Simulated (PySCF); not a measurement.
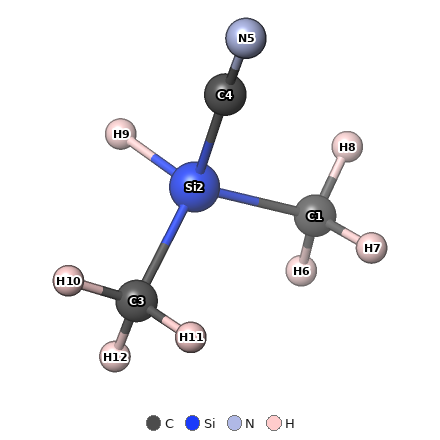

C₃H₇NSi, SMILES C[SiH](C)C#N. Vertical core-electron binding energies by ΔSCF (B3LYP, pcX-2 on the ionised atom, pcseg-1 elsewhere, spin-free X2C; PySCF, at a PBE0-D3(BJ)/def2-SVP geometry (no frequency check)), gas phase, against the vacuum level. One atom of each kind was ionised; within a panel, areas follow the number of like atoms and 2j + 1 (2p levels are split by first-order spin-orbit coupling, an approximation), each panel is scaled alone, Gaussians of 0.6 eV full width. Only the regions named are shown.

Q: Predict the Si 2p, C 1s and Si 1s photoelectron lines.

A:
```
   level   atoms  binding energy (eV)
Si 2p1/2     Si2                108.1
Si 2p3/2     Si2                107.4
    C 1s      C4                291.7
    C 1s  C1, C3                290.8
   Si 1s     Si2               1846.0
```

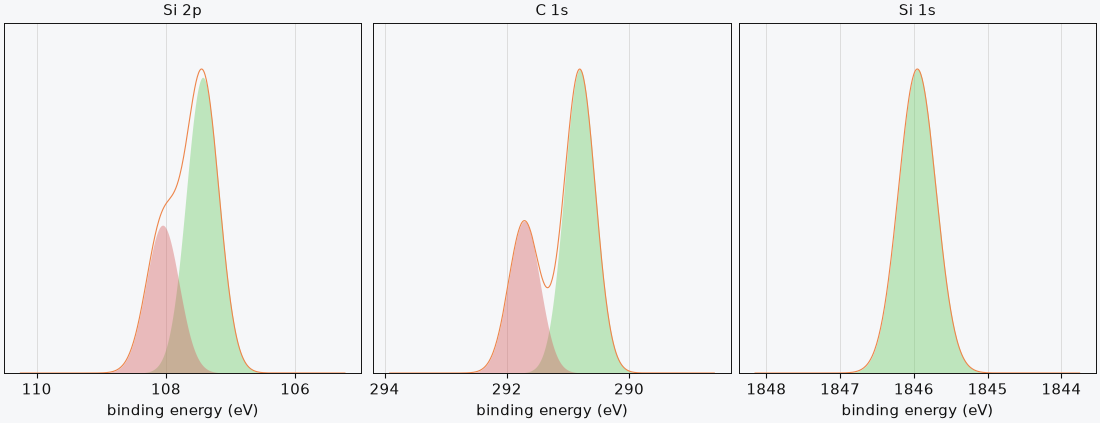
